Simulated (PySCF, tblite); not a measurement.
# C₃H₃FO₄Si: geometry, infrared bands and NMR shifts

Aim: predict the infrared bands and NMR shifts of C₃H₃FO₄Si (`C[Si]1(F)OC(=O)C(=O)O1`).

The runs use tblite 0.8.0 and PySCF 2.14.0, with density-fitted response routines of our own; the level of theory stands in each step. All values are computed, except where a source is named. Atoms are numbered from 0 throughout.

## Step 1: The molecule as given

12 atoms, charge 0, multiplicity 1; geometry from: force field or distance geometry start.

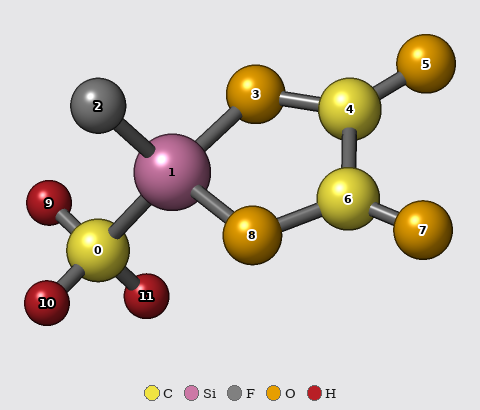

As it starts; carbon yellow, silicon pink, fluorine grey, oxygen amber, hydrogen red, atoms numbered.

## Step 2: Relaxing the molecule with GFN2-xTB

The job: settings as JSON, then the geometry in Å.

```
{"job": {"kind": "relax", "xc": "GFN2-xTB", "basis": "xTB"}, "charge": 0, "multiplicity": 1}
C     -1.927100    -0.184800    -0.597300
Si    -0.469400    -0.334500     0.475100
F     -0.844100    -1.111300     1.834000
O      0.269200     1.091700     0.876100
C      1.578400     1.052000     0.561600
O      2.363400     1.960100     0.729700
C      1.933900    -0.313300    -0.129800
O      3.039600    -0.610700    -0.542500
O      0.838000    -1.100300    -0.197300
H     -2.740600     0.376100    -0.098100
H     -2.341900    -1.164500    -0.868800
H     -1.698300     0.338900    -1.524800
```

Started as:

```console
> OMP_NUM_THREADS=1 python probes_run.py task.json out
```

The driver reads the jobs from task.json and runs them one after another.

**Question.** This job is followed by: GFN2-xTB harmonic vibrations, gas phase; GIAO PBE0/pcSseg-1 NMR shielding, non-relativistic, gas phase. What will the session give for the following? strongest single infrared mode (GFN2-xTB); zero-point energy (GFN2-xTB); ¹³C shifts against TMS (PBE0/pcSseg-1, means over atoms taken as alike); ¹H shifts against TMS (PBE0/pcSseg-1, means over atoms taken as alike); ²⁹Si shifts against TMS (PBE0/pcSseg-1); ¹⁹F shifts against CFCl3 (PBE0/pcSseg-1); ¹⁷O shifts against H2O (PBE0/pcSseg-1, means over atoms taken as alike); surface potential, least and greatest.

**Answer**, as computed:

| quantity | value |
| --- | --- |
| strongest single infrared mode (GFN2-xTB) | 1180 cm⁻¹, 723 km/mol |
| zero-point energy (GFN2-xTB) | 41.8 kcal/mol |
| ¹³C shifts against TMS (PBE0/pcSseg-1, means over atoms taken as alike) | 156.2, -4.5 ppm |
| ¹H shifts against TMS (PBE0/pcSseg-1, means over atoms taken as alike) | 0.73 ppm |
| ²⁹Si shifts against TMS (PBE0/pcSseg-1) | -28.6 ppm |
| ¹⁹F shifts against CFCl3 (PBE0/pcSseg-1) | -136.2 ppm |
| ¹⁷O shifts against H2O (PBE0/pcSseg-1, means over atoms taken as alike) | 477.9, 225.6 ppm |
| surface potential, least and greatest | -1.43 V and 2.54 V |

Over 36 steps the energy fell by 0.181 eV; of the close pairs, C0–Si1 changed most, 1.816 to 1.872 Å. All 30 modes are real, so the xTB geometry is a minimum. The strongest single mode, at 1180 cm⁻¹, is carried by C6, C4, O8, O3. Unscaled tight-binding wavenumbers are off by several per cent, some by more. Its intensities can rank the bands wrongly. At PBE0/pcSseg-1: The largest span, 768 ppm, is at O5, O7, where the paramagnetic term is -537 ppm. At PBE0/pcSseg-1, counted by nearest atom on the grid, the HOMO lies on O5, O7 about 34 % each; O3, O8 about 8 % each, the LUMO on C4, C6 about 24 % each; O5, O7 about 19 % each.
